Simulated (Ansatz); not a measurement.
The end point of a relaxation of SnO. Method: r2SCAN (plane waves to 500 eV, PAW, scalar-relativistic; Ansatz, an electronic-structure program).

P4/nmm, origin choice 1 (No. 129), tP4, AFLOW prototype AB_tP4_129_a_c (B10, as in PbO); a = 3.808 Å, b = 3.808 Å, c = 4.942 Å, α = 90.00°, β = 90.00°, γ = 90.00°.

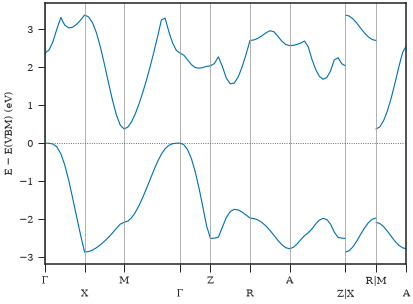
Fig. 1. Highest filled and lowest empty band along the path of this cell's Brillouin zone

**Question.** Read off the gap and say whether it is direct.

**Answer.** 0.37 eV, indirect (valence top at Γ, conduction bottom at M) (no spin-orbit coupling).

**Question.** How far does the top valence band disperse along this path?

**Answer.** About 2.9 eV.

No spin polarisation in the result.

The run could not lose the symmetry of its start.

The first start was generated by placing the elements on the sites of a structure type. A measured structure of SnO has the same space group, P4/nmm (No. 129); the sites were not compared with it.
